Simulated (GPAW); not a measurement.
# Collinear magnetic orders of zigzag Eu chain, bond 3.974 A with GPAW

Aim: find out whether zigzag Eu chain, bond 3.974 A carries moments, and which collinear order costs least.

Main program and level: GPAW 26.7.0; LDA; plane waves with GPAW's PAW setups, scalar-relativistic.

### 1. The structure

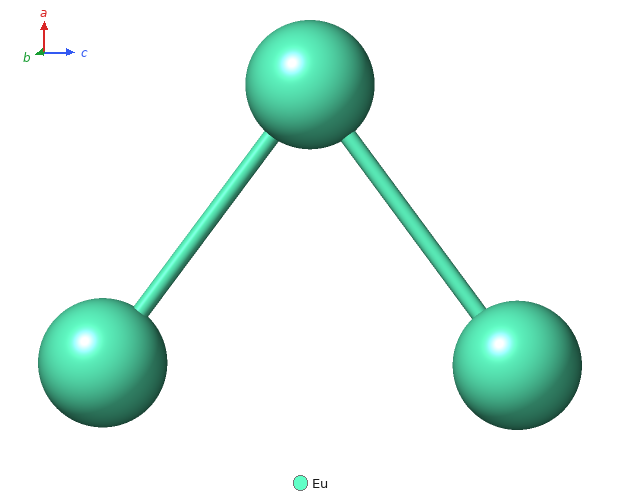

The starting structure, seen from the side, with the c axis across the page (europium green). Some periodic images of atoms are drawn too.

The cell holds 2 atoms: 2 Eu. Its edges and angles: a = 12.000 Å, b = 12.000 Å, c = 4.769 Å, α = 90.0°, β = 90.0°, γ = 90.0°. model lattice. Vacuum lies along a and b. The structure's axis is c.

Coordinates:

```
Eu
1.0
    12.00000    0.00000    0.00000
     0.00000   12.00000    0.00000
     0.00000    0.00000    4.76880
Eu
2
Direct
  0.36753 0.50000 0.00000
  0.63247 0.50000 0.50000
```

### 2. Start 1: ferro ++

Parallel moments need no larger cell; this start tests for a ferromagnetic state only.

Contents of order1.py:

```python
import json
import numpy as np
from ase import Atoms
from ase.parallel import paropen, parprint
from gpaw import GPAW

atoms = Atoms(['Eu', 'Eu'],
    cell=[[12.0, 0.0, 0.0],
         [0.0, 12.0, 0.0],
         [0.0, 0.0, 4.7688]],
    scaled_positions=[[0.36753333, 0.5, 0.0],
         [0.63246667, 0.5, 0.5]],
    pbc=True,
    magmoms=[7.0, 7.0])
atoms.calc = GPAW(mode={'name': 'pw', 'ecut': 700},
    xc='LDA',
    kpts={'size': (1, 1, 6), 'gamma': True},
    occupations={'name': 'fermi-dirac', 'width': 0.1},
    convergence={'density': 1e-05, 'energy': 1e-05},
    maxiter=200,
    symmetry={'tolerance': 1e-4},
    txt='order1.txt')
e = atoms.get_potential_energy(force_consistent=True)
res = {'free_energy': e, 'energy_sigma0': atoms.get_potential_energy(), 'fermi_energy': atoms.calc.get_fermi_level()}
res['moments'] = atoms.get_magnetic_moments().tolist()
res['total'] = atoms.get_magnetic_moment()
parprint('site moments (muB):', np.round(res['moments'], 3))
parprint(f"total moment: {res['total']:.3f} muB")
parprint(f'free energy: {e:.6f} eV')
atoms.calc.write('order1.gpw')
with paropen('results.json', 'w') as f:
    json.dump(res, f)
```

On the command line:

```sh
OMP_NUM_THREADS=1 python3 order1.py > order1.log
```

Numbers of over 12 decimals in the logs are rounded to 6 here.

Output:

```text
site moments (muB): [6.8 6.8]
total moment: 14.594 muB
free energy: -16.573610 eV

--- order1.txt ---
Input parameters:
  mode=PW(ecut=700),
  convergence={'density': 1e-05, 'energy': 1e-05},
  kpts=MonkhorstPack(size=(1, 1, 6), gamma=True),
  maxiter=200,
  occupations=Occupations(name='fermi-dirac', width=0.1),
  symmetry=Symmetry(tolerance=0.0001),
  xc=XC(name='LDA')

Diagonalizing LCAO Hamiltonian
Converting LCAO to pw mode
        .----------------------------.
       /|                            |
      / |                            |
     /  |                            |
    /   |                            |
   /    |                            |
  /     .----------------------------.
 *     /               Eu           /
 |    /                            /
 |   /                            /
 |  /          Eu                /
 | /                            /
 |/                            /
 *----------------------------*

Atoms  # Å, Bohr magnetons
|   | symbol |        x |        y |        z |    initial magnetic moments |
|---|--------|----------|----------|----------|-----------------------------|
| 0 |     Eu | 4.410400 | 6.000000 | 0.000000 | ( 0.0000,  0.0000,  7.0000) |
| 1 |     Eu | 7.589600 | 6.000000 | 2.384400 | ( 0.0000,  0.0000,  7.0000) |

Unit cell  # Å
| periodic |         x |         y |        z |   lengths |    angles |
|----------|-----------|-----------|----------|-----------|-----------|
|      yes | 12.000000 |  0.000000 | 0.000000 | 12.000000 | 90.000000 |
|      yes |  0.000000 | 12.000000 | 0.000000 | 12.000000 | 90.000000 |
|      yes |  0.000000 |  0.000000 | 4.768800 |  4.768800 | 90.000000 |

Number of symmetries: 4

BZ-sampling:
  Number of BZ points: 6
  Number of IBZ points: 4

  Monkhorst-Pack size: [1, 1, 6]
  Monkhorst-Pack shift: [0.0, 0.0, 0.083333]

K-points  # in reciprocal-cell coordinates
|   |                                coordinates |     weight |
|---|--------------------------------------------|------------|
| 0 | (  0.00000000,   0.00000000,   0.00000000) | 0.16666667 |
| 1 | (  0.00000000,   0.00000000,   0.16666667) | 0.33333333 |
| 2 | (  0.00000000,   0.00000000,   0.33333333) | 0.33333333 |
| 3 | (  0.00000000,   0.00000000,   0.50000000) | 0.16666667 |

Plane wave coefficients: 28908
Cutoff: 700.0 eV

Spin-components: 2 (collinear spins)
Bands:           33
Projectors:      16
Spin-degeneracy: 1
Datatype:        complex128

Parallelization:
  kpt:    1
  domain: 1
  band:   1

Density:
  Valence electrons: 34.0
  Components: 2
  Grid points: [75 75 30]
  Charge: 0.0  # |e|

Potential:
  Grid points: [75 75 30]

species:
  Eu:
    name:    Europium
    Z:       63.0
    valence: 17
    core:    46
    charge:  0.0  # [|e|]
    compensation charges:
      type: gauss
      rc: 0.35  # [Å]
      lmax: 2
    cutoffs:
      filter: 1.17  # [Å]
      core: 1.91  # [Å]
    projectors
    | kind |    occ | energy [eV] | rcut [Å] |
    |------|--------|-------------|----------|
    |   5s |  2.000 |     -44.795 |    1.164 |
    |   6s |  2.000 |      -3.765 |    1.164 |
    |   5p |  6.000 |     -23.876 |    1.164 |
    |   6p |  0.000 |      -1.244 |    1.164 |
    |   5d |  0.000 |      -1.713 |    1.164 |
    |   4f |  7.000 |      -2.913 |    1.164 |
    |    d |        |      25.499 |    1.164 |
    |    f |        |      24.299 |    1.164 |

    Using partial waves for Eu as LCAO basis

Reference energy: -589759.861803  # eV

eigensolver:
  PPCG
  Converge bands: occupied
  niter=2

density mixing:
  MSR1-Mixer
  Pratt-step length: 0.05
  Maximum mixing coefficient: 0.75
  Old densities: 10
  SVD Regularization: 0.005
  Good broyden scale: 1.0
  Trust region scale: 1.0
  Backstep threshold: 4.0
  History deletion threshold: 6.0
  Fourier metric: weight=20.0, sigma=0.015

occupation numbers:
  Fermi-Dirac:
    width: 0.1000  # eV

poisson solver:
  ecut: 5600.0  # eV

xc functional:
  name: None

convergence criteria:
- Maximum integral of absolute [dens]ity change: 1e-05 electrons / valence electron
- Maximum [total energy] change in last 3 cyles: 1e-05 eV / valence electron
- Maximum integral of absolute [eigenst]ate change: 4e-08 eV^2 / valence electron
maximum number of iterations: 200

SCF iterations
|iter     |      energy | eigst |  dens |  magmom |
|---------|-------------|-------|-------|---------|
|iter:   1|       0s |  -16.716965 | -0.62 |       | +14.0305|
|iter:   2|      14s |  -16.637433 | -1.62 | -1.02 | +14.0381|
|iter:   3|      27s |  -16.590687 | -2.12 | -1.20 | +14.0738|
|iter:   4|      38s |  -16.544684 | -1.76 | -1.27 | +14.1536|
|iter:   5|      49s |  -16.530174 | -2.09 | -1.40 | +14.2434|
|iter:   6|      59s |  -16.517437 | -2.46 | -1.56 | +14.3318|
|iter:   7|      68s |  -16.513944 | -2.59 | -1.77 | +14.4239|
|iter:   8|      77s |  -16.513907 | -3.71 | -2.06 | +14.4793|
|iter:   9|      88s |  -16.513520 | -4.07 | -2.25 | +14.5390|
|iter:  10|      99s |  -16.512985 | -4.32 | -2.55 | +14.5709|
|iter:  11|     111s |  -16.512828 | -4.90 | -2.83 | +14.5760|
|iter:  12|     126s |  -16.512106 | -3.95 | -2.91 | +14.5941|
|iter:  13|     139s |  -16.512246 | -4.90 | -3.27 | +14.5893|
|iter:  14|     152s |  -16.512211c| -6.11 | -3.68 | +14.5930|
|iter:  15|     165s |  -16.512201c| -6.90 | -4.19 | +14.5938|
|iter:  16|     175s |  -16.512198c| -7.78c| -4.59 | +14.5940|
|iter:  17|     181s |  -16.512194c| -7.89c| -4.78 | +14.5942|
|iter:  18|     185s |  -16.512193c| -8.38c| -5.13c| +14.5943|

Converged in 18 steps
Energy contributions relative to reference atoms: (reference = -589759.861803)

Energy contributions:
  Kinetic:          48.392246
  Coulomb:         -40.872395
  Zero:             -0.642098
  External:          0.000000
  Xc:              -23.328527
  Entropy:          -0.122835
  Spinorbit:         0.000000
  ----------------------------
  Free energy:     -16.573610
  Extrapolated:    -16.512193

dipole moment: (0.000000, -0.000001, -26.166291)  # |e|*Ang

Total magnetic moment: (0.000000, 0.000000, 14.594322)

Local magnetic moments
|        x |        y |        z |
|----------|----------|----------|
| 0.000000 | 0.000000 | 6.800402 |  # Eu   0
| 0.000000 | 0.000000 | 6.800400 |  # Eu   1

Fermi level: -1.366
Eigenvalues  # (at kpt = [0.000, 0.000, 0.000])
| band index |      eig [eV] | occ [0-1] |      eig [eV] | occ [0-1] |
|------------|---------------|-----------|---------------|-----------|
|          0 |       -43.742 |     1.000 |       -40.728 |     1.000 |
|        ... |               |           |               |           |
|          9 |        -2.421 |     1.000 |        -2.005 |     0.998 |
|         10 |        -2.275 |     1.000 |        -0.821 |     0.004 |
|         11 |        -2.263 |     1.000 |        -0.413 |     0.000 |
|         12 |        -2.247 |     1.000 |        -0.368 |     0.000 |
|         13 |        -2.239 |     1.000 |        -0.305 |     0.000 |
|         14 |        -2.238 |     1.000 |        -0.034 |     0.000 |
|         15 |        -2.237 |     1.000 |         0.049 |     0.000 |
|         16 |        -2.229 |     1.000 |         0.428 |     0.000 |
|         17 |        -2.227 |     1.000 |         0.604 |     0.000 |
|         18 |        -2.217 |     1.000 |         1.036 |     0.000 |
|         19 |        -2.213 |     1.000 |         1.042 |     0.000 |
|         20 |        -2.200 |     1.000 |         1.259 |     0.000 |
|         21 |        -2.198 |     1.000 |         1.637 |     0.000 |
|         22 |        -2.188 |     1.000 |         2.006 |     0.000 |
|         23 |        -2.161 |     1.000 |         2.016 |     0.000 |
|         24 |        -1.253 |     0.244 |         2.040 |     0.000 |
|        ... |               |           |               |           |
|         32 |         0.183 |     0.000 |         2.300 |     0.000 |

No gap
No difference between direct/indirect transitions
```

Elapsed: 3.7 min, on 1 MPI rank of Intel Xeon Platinum 8488C (Sapphire Rapids), shared host; peak memory 0.7 GiB.

Spin moment in the augmentation sphere by atom:

| atom | spin moment in the augmentation sphere (μB) |
| --- | --- |
| Eu1 | 6.80 |
| Eu2 | 6.80 |

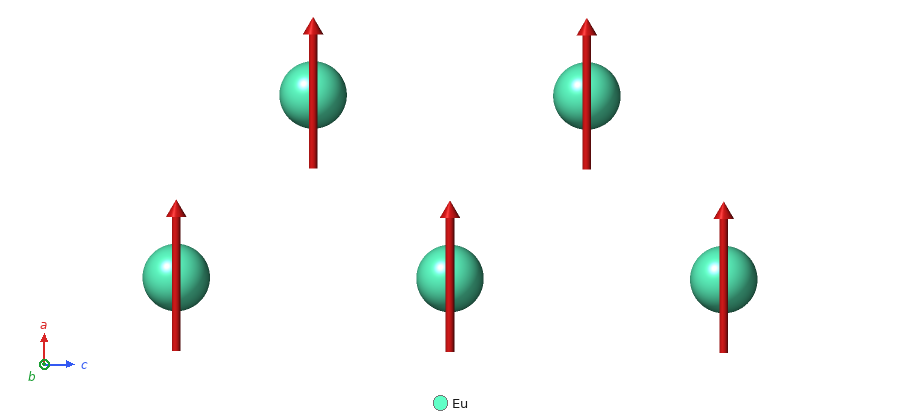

Spin moment in the augmentation sphere as arrows, the longest 6.80 μB. Up and down stand for the sign. Arrows give size and sign along the axis of quantisation, drawn up and down the page. 1×1×2 cells are drawn. Some periodic images of atoms are drawn too.

This step gave:

* magnetization: 14.59 μB
* final state: ferromagnetic

After 18 cycles the largest moment stands at 6.80 μB.

### 3. Start 2: antiferro +-

Reversing part of the moments tests the sign of the couplings between them.

order2.py is the script of step 2 with these lines changed:

```diff
@@ -13,3 +13,3 @@
     pbc=True,
-    magmoms=[7.0, 7.0])
+    magmoms=[7.0, -7.0])
 atoms.calc = GPAW(mode={'name': 'pw', 'ecut': 700},
@@ -21,3 +21,3 @@
     symmetry={'tolerance': 1e-4},
-    txt='order1.txt')
+    txt='order2.txt')
 e = atoms.get_potential_energy(force_consistent=True)
@@ -29,3 +29,3 @@
 parprint(f'free energy: {e:.6f} eV')
-atoms.calc.write('order1.gpw')
+atoms.calc.write('order2.gpw')
 with paropen('results.json', 'w') as f:
```

On the command line:

```sh
OMP_NUM_THREADS=1 python3 order2.py > order2.log
```

Output:

```text
site moments (muB): [ 6.78 -6.78]
total moment: -0.000 muB
free energy: -16.538435 eV

--- order2.txt ---
Input parameters:
  mode=PW(ecut=700),
  convergence={'density': 1e-05, 'energy': 1e-05},
  kpts=MonkhorstPack(size=(1, 1, 6), gamma=True),
  maxiter=200,
  occupations=Occupations(name='fermi-dirac', width=0.1),
  symmetry=Symmetry(tolerance=0.0001),
  xc=XC(name='LDA')

Diagonalizing LCAO Hamiltonian
Converting LCAO to pw mode
        .----------------------------.
       /|                            |
      / |                            |
     /  |                            |
    /   |                            |
   /    |                            |
  /     .----------------------------.
 *     /               Eu           /
 |    /                            /
 |   /                            /
 |  /          Eu                /
 | /                            /
 |/                            /
 *----------------------------*

Atoms  # Å, Bohr magnetons
|   | symbol |        x |        y |        z |    initial magnetic moments |
|---|--------|----------|----------|----------|-----------------------------|
| 0 |     Eu | 4.410400 | 6.000000 | 0.000000 | ( 0.0000,  0.0000,  7.0000) |
| 1 |     Eu | 7.589600 | 6.000000 | 2.384400 | ( 0.0000,  0.0000, -7.0000) |

Unit cell  # Å
| periodic |         x |         y |        z |   lengths |    angles |
|----------|-----------|-----------|----------|-----------|-----------|
|      yes | 12.000000 |  0.000000 | 0.000000 | 12.000000 | 90.000000 |
|      yes |  0.000000 | 12.000000 | 0.000000 | 12.000000 | 90.000000 |
|      yes |  0.000000 |  0.000000 | 4.768800 |  4.768800 | 90.000000 |

Number of symmetries: 4

BZ-sampling:
  Number of BZ points: 6
  Number of IBZ points: 4

  Monkhorst-Pack size: [1, 1, 6]
  Monkhorst-Pack shift: [0.0, 0.0, 0.083333]

Plane wave coefficients: 28908
Cutoff: 700.0 eV

Spin-components: 2 (collinear spins)
Bands:           25
Projectors:      16
Spin-degeneracy: 1
Datatype:        complex128

Parallelization:
  kpt:    1
  domain: 1
  band:   1

Density:
  Valence electrons: 34.0
  Components: 2
  Grid points: [75 75 30]
  Charge: 0.0  # |e|

Potential:
  Grid points: [75 75 30]

[... setups left out ...]
Reference energy: -589759.861803  # eV

eigensolver:
  PPCG
  Converge bands: occupied
  niter=2

density mixing:
  MSR1-Mixer
  Pratt-step length: 0.05
  Maximum mixing coefficient: 0.75
  Old densities: 10
  SVD Regularization: 0.005
  Good broyden scale: 1.0
  Trust region scale: 1.0
  Backstep threshold: 4.0
  History deletion threshold: 6.0
  Fourier metric: weight=20.0, sigma=0.015

occupation numbers:
  Fermi-Dirac:
    width: 0.1000  # eV

poisson solver:
  ecut: 5600.0  # eV

xc functional:
  name: None

convergence criteria:
- Maximum integral of absolute [dens]ity change: 1e-05 electrons / valence electron
- Maximum [total energy] change in last 3 cyles: 1e-05 eV / valence electron
- Maximum integral of absolute [eigenst]ate change: 4e-08 eV^2 / valence electron
maximum number of iterations: 200

SCF iterations
|iter     |      energy | eigst |  dens |  magmom |
|---------|-------------|-------|-------|---------|
|iter:   1|       0s |  -16.668398 | +0.30 |       |  +0.0000|
|iter:   2|       6s |  -16.604951 | -0.86 | -1.08 |  +0.0000|
|iter:   3|      13s |  -16.559693 | -1.36 | -1.24 |  +0.0000|
|iter:   4|      20s |  -16.525555 | -1.26 | -1.32 |  +0.0000|
|iter:   5|      26s |  -16.511200 | -1.73 | -1.43 |  +0.0000|
|iter:   6|      33s |  -16.497922 | -1.91 | -1.57 |  +0.0000|
|iter:   7|      39s |  -16.493023 | -1.86 | -1.79 |  +0.0000|
|iter:   8|      46s |  -16.492855 | -3.15 | -2.12 |  +0.0000|
|iter:   9|      52s |  -16.492333 | -3.58 | -2.30 |  -0.0000|
|iter:  10|      59s |  -16.491743 | -4.00 | -2.57 |  +0.0000|
|iter:  11|      65s |  -16.491460 | -4.41 | -2.83 |  -0.0000|
|iter:  12|      72s |  -16.490703 | -3.77 | -2.96 |  +0.0000|
|iter:  13|      78s |  -16.490825 | -4.35 | -3.29 |  -0.0000|
|iter:  14|      84s |  -16.490813c| -5.75 | -3.82 |  +0.0000|
|iter:  15|      91s |  -16.490814c| -6.39 | -4.47 |  -0.0000|
|iter:  16|      97s |  -16.490814c| -6.98 | -5.07c|  +0.0000|
|iter:  17|     102s |  -16.490815c| -7.48c| -5.32c|  -0.0000|

Converged in 17 steps
Energy contributions relative to reference atoms: (reference = -589759.861803)

Energy contributions:
  Kinetic:          50.647311
  Coulomb:         -42.973835
  Zero:             -0.677997
  External:          0.000000
  Xc:              -23.438674
  Entropy:          -0.095240
  Spinorbit:         0.000000
  ----------------------------
  Free energy:     -16.538435
  Extrapolated:    -16.490815

dipole moment: (-0.000001, -0.000001, -26.160872)  # |e|*Ang

Total magnetic moment: (0.000000, 0.000000, -0.000000)

Local magnetic moments
|        x |        y |         z |
|----------|----------|-----------|
| 0.000000 | 0.000000 |  6.780146 |  # Eu   0
| 0.000000 | 0.000000 | -6.780146 |  # Eu   1

Fermi level: -1.336
Eigenvalues  # (at kpt = [0.000, 0.000, 0.000])
| band index |      eig [eV] | occ [0-1] |      eig [eV] | occ [0-1] |
|------------|---------------|-----------|---------------|-----------|
|          0 |       -43.725 |     1.000 |       -43.725 |     1.000 |
|        ... |               |           |               |           |
|          9 |        -2.240 |     1.000 |        -2.240 |     1.000 |
|         10 |        -2.230 |     1.000 |        -2.230 |     1.000 |
|         11 |        -2.202 |     1.000 |        -2.202 |     1.000 |
|         12 |        -2.199 |     1.000 |        -2.199 |     1.000 |
|         13 |        -2.194 |     1.000 |        -2.194 |     1.000 |
|         14 |        -2.190 |     1.000 |        -2.190 |     1.000 |
|         15 |        -2.166 |     1.000 |        -2.166 |     1.000 |
|         16 |        -2.150 |     1.000 |        -2.150 |     1.000 |
|         17 |        -1.075 |     0.069 |        -1.075 |     0.069 |
|         18 |        -0.816 |     0.006 |        -0.816 |     0.006 |
|         19 |        -0.623 |     0.001 |        -0.623 |     0.001 |
|         20 |        -0.428 |     0.000 |        -0.428 |     0.000 |
|         21 |        -0.387 |     0.000 |        -0.387 |     0.000 |
|         22 |        -0.135 |     0.000 |        -0.135 |     0.000 |
|         23 |         0.348 |     0.000 |         0.348 |     0.000 |
|         24 |         0.368 |     0.000 |         0.368 |     0.000 |

Gap: 0.403 eV
Transition (v -> c):
  (s=1, k=2, n=16, [0.00, 0.00, 0.33]) -> (s=0, k=0, n=17, [0.00, 0.00, 0.00])
Direct/indirect transitions are different
Direct gap: 0.454 eV
Transition at: (s=1->0, k=2, n=16, [0.00, 0.00, 0.33])
```

It took 1.9 min on 1 MPI rank; peak memory 0.67 GiB.

Spin moment in the augmentation sphere by atom:

| atom | spin moment in the augmentation sphere (μB) |
| --- | --- |
| Eu1 | 6.78 |
| Eu2 | -6.78 |

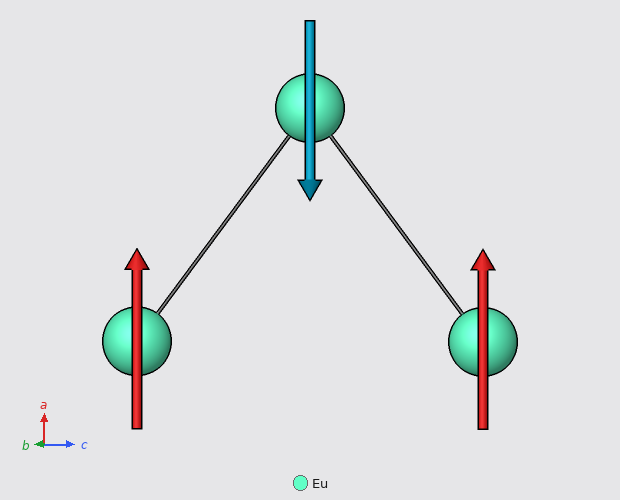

Spin moment in the augmentation sphere as arrows, the longest 6.78 μB. Up and down stand for the sign. Arrows give size and sign along the axis of quantisation, drawn up and down the page. The two directions have two colours. Some periodic images of atoms are drawn too.

This step gave:

* magnetization: 0 μB
* final state: antiferromagnetic

It lies 17.6 meV a seeded atom over the first start, and its largest moment is 6.78 μB against 6.80 μB.

### 4. Order 3, typed as antiferro q=(0,0,1/2) +-+-

Another pattern of signs weighs the neighbour shells otherwise.

This order needs a doubled cell of 4 atoms. Its mesh is chosen so that both cells sample the same points.

Contents of order3.py:

```python
import json
import numpy as np
from ase import Atoms
from ase.parallel import paropen, parprint
from gpaw import GPAW

atoms = Atoms(['Eu', 'Eu', 'Eu', 'Eu'],
    cell=[[12.0, 0.0, 0.0],
         [0.0, 12.0, 0.0],
         [0.0, 0.0, 9.5376]],
    scaled_positions=[[0.36753333, 0.5, 0.0],
         [0.36753333, 0.5, 0.5],
         [0.63246667, 0.5, 0.25],
         [0.63246667, 0.5, 0.75]],
    pbc=True,
    magmoms=[7.0, -7.0, 7.0, -7.0])
atoms.calc = GPAW(mode={'name': 'pw', 'ecut': 700},
    xc='LDA',
    kpts={'size': (1, 1, 3), 'gamma': True},
    occupations={'name': 'fermi-dirac', 'width': 0.1},
    convergence={'density': 1e-05, 'energy': 1e-05},
    maxiter=200,
    symmetry={'tolerance': 1e-4},
    txt='order3.txt')
e = atoms.get_potential_energy(force_consistent=True)
res = {'free_energy': e, 'energy_sigma0': atoms.get_potential_energy(), 'fermi_energy': atoms.calc.get_fermi_level()}
res['moments'] = atoms.get_magnetic_moments().tolist()
res['total'] = atoms.get_magnetic_moment()
parprint('site moments (muB):', np.round(res['moments'], 3))
parprint(f"total moment: {res['total']:.3f} muB")
parprint(f'free energy: {e:.6f} eV')
atoms.calc.write('order3.gpw')
with paropen('results.json', 'w') as f:
    json.dump(res, f)
```

On the command line:

```sh
OMP_NUM_THREADS=1 python3 order3.py > order3.log
```

Output:

```text
Input parameters:
  mode=PW(ecut=700),
  convergence={'density': 1e-05, 'energy': 1e-05},
  kpts=MonkhorstPack(size=(1, 1, 3), gamma=True),
  maxiter=200,
  occupations=Occupations(name='fermi-dirac', width=0.1),
  symmetry=Symmetry(tolerance=0.0001),
  xc=XC(name='LDA')

Diagonalizing LCAO Hamiltonian
Converting LCAO to pw mode
        .----------------------------.
       /|                            |
      / |                            |
     /  |                            |
    /   |                            |
   /    |                            |
[...]
[... 27 iterations left out ...]
|iter:  38|     517s |  -33.007830c| -6.16 | -5.74c|  -0.0000|
|iter:  39|     536s |  -33.007829c| -6.21 | -5.78c|  -0.0000|
|iter:  40|     550s |  -33.007828c| -6.28 | -5.97c|  -0.0000|
|iter:  41|     564s |  -33.007827c| -6.38 | -5.94c|  -0.0000|
|iter:  42|     577s |  -33.007827c| -6.44 | -6.01c|  -0.0000|
|iter:  43|     592s |  -33.007826c| -6.52 | -5.94c|  -0.0000|
|iter:  44|     605s |  -33.007825c| -6.58 | -6.14c|  -0.0000|
|iter:  45|     619s |  -33.007825c| -6.70 | -5.94c|  -0.0000|
|iter:  46|     637s |  -33.007825c| -6.74 | -5.82c|  -0.0000|
|iter:  47|     651s |  -33.007824c| -6.75 | -5.67c|  -0.0000|
```

Elapsed: 11 min, on 1 MPI rank; peak memory 1.3 GiB.

The run was cut off at its time limit.

It was cut off while still iterating. More time helps where the residual falls; where it has stalled, the mixing must change.

(Continued in part 2 of 2.)

[Logs and program files are shortened in this print: banners, set-up blocks, solver, clock and traceback lines can be left out without a mark of their own.]

[Logs are printed without paths, hosts, clocks, repeated set-up lines and the standing remarks that a program may print on its own settings, such as how far it seeks lower states.]

[Hosts, paths, dates, database ids (printed as entryN), source tags and the programs' standing remarks are cut or masked in the printed files.]

[Where a cell is said to come from a database of computed structures, the database is the Materials Project.]
